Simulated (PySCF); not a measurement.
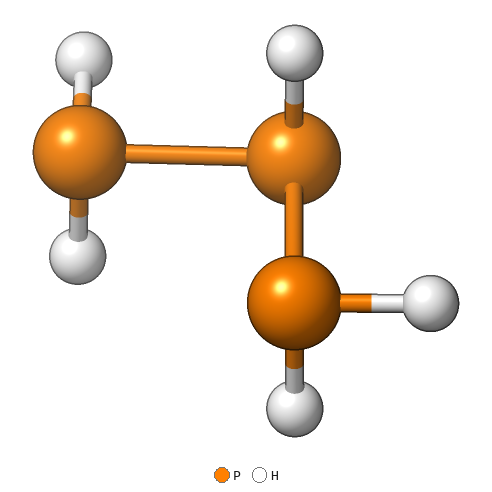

The picture shows a molecular structure as a ball-and-stick model. Every bond is drawn as one stick, whatever its order.

Which formula does it have?

P₃H₅, 8 atoms: 3 phosphorus and 5 hydrogen.

Give the symmetry (Schoenflies symbol).

Cs.

How many bonds of each kind are drawn?

5 P–H, 2 P–P.

The parts below concern this one geometry. Atoms keep their numbers from picture to picture. Computed geometry: PBE0-D3(BJ)/def2-SVP optimisation. No frequency run is at hand to confirm it as a minimum.

**Electronic properties**

No frequency run is at hand to confirm it as a minimum. Level of theory: PBE0/STO-3G, gas phase (PySCF 2.14.0).

Estimate the HOMO energy (Kohn–Sham orbital).

−3.32 eV.

Give the dipole moment at this level.

0.71 D.

Give the LUMO energy (Kohn–Sham orbital) at this level.

4.91 eV.

**NMR shielding**

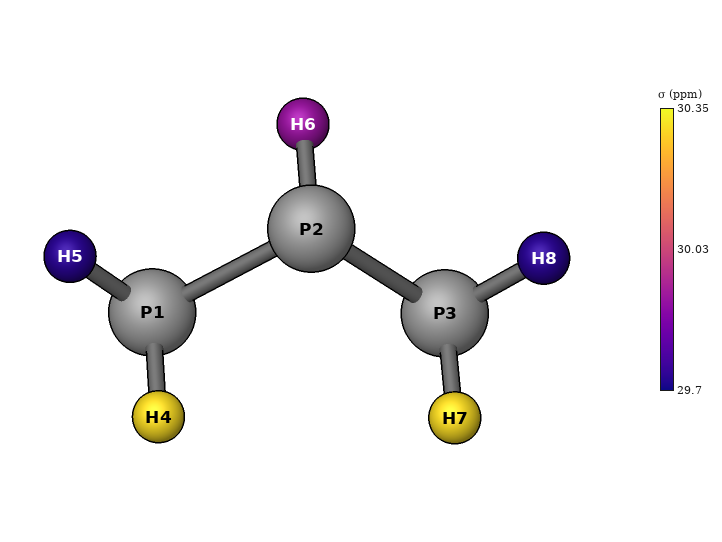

Atoms are coloured by their isotropic NMR shieldings (H only, the others grey). No frequency run is at hand to confirm it as a minimum. Level of theory: GIAO PBE0/6-31G NMR shielding, non-relativistic, gas phase (PySCF 2.14.0).

Give the isotropic NMR shieldings of the H atoms atom by atom.

```json
{"atom": "H4", "σ (ppm)": "30.30"}
{"atom": "H5", "σ (ppm)": "29.73"}
{"atom": "H6", "σ (ppm)": "29.91"}
{"atom": "H7", "σ (ppm)": "30.30"}
{"atom": "H8", "σ (ppm)": "29.73"}
```

**Bond orders**

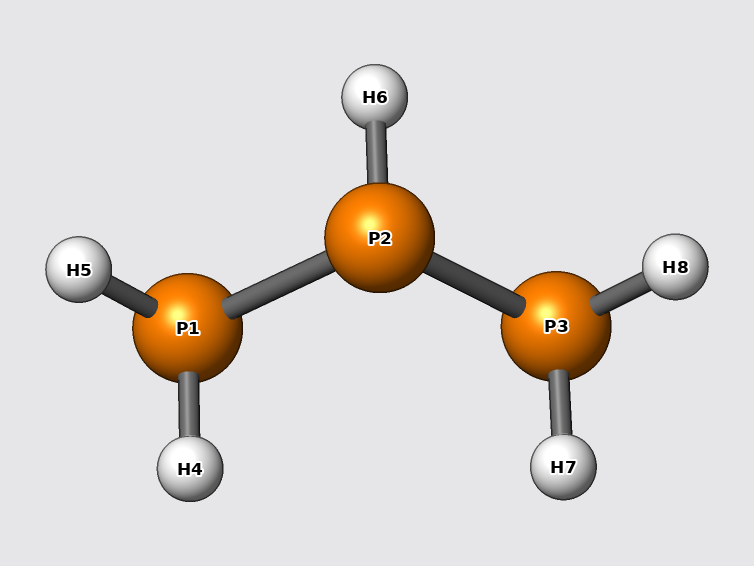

The thickness of each stick grows with its Mayer bond order. No frequency run is at hand to confirm it as a minimum. Method: PBE0/def2-TZVP (PySCF 2.14.0).

Which bond has the highest Mayer bond order?

P1–P2 and P2–P3, 1.07, at a length of 2.248 Å.

List the Mayer bond orders of P1–P2, P2–H6, P1–H4, P1–H5 (one bond of each equivalent set).

```json
{"bond": "P1–P2", "Mayer order": "1.07", "length (Å)": "2.248"}
{"bond": "P2–H6", "Mayer order": "0.93", "length (Å)": "1.432"}
{"bond": "P1–H4", "Mayer order": "0.95", "length (Å)": "1.431"}
{"bond": "P1–H5", "Mayer order": "0.95", "length (Å)": "1.431"}
```

**Charges**

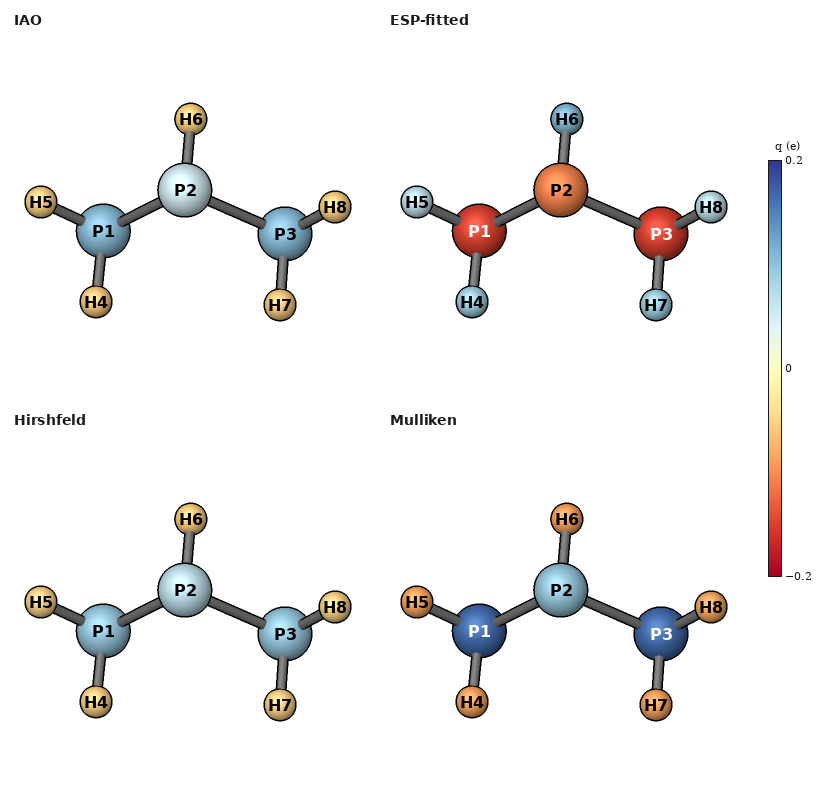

Atomic charges of one calculation by 4 schemes, on one colour scale. No frequency run is at hand to confirm it as a minimum. Method: PBE0/STO-3G (PySCF 2.14.0).

On which atom do the schemes disagree most?

On P1 (from −0.15 to 0.16 e); P3 (from −0.15 to 0.16 e).

List the charges (e), one line for each set of equivalent atoms.

```csv
atom,IAO,ESP-fitted,Hirshfeld,Mulliken
"P1, P3",0.10,−0.15,0.09,0.16
P2,0.05,−0.11,0.06,0.09
"H4, H7",−0.05,0.09,−0.05,−0.08
"H5, H8",−0.05,0.06,−0.05,−0.08
H6,−0.05,0.11,−0.05,−0.09
```

Mulliken values depend strongly on the basis set and can even reverse the polarity of a bond.
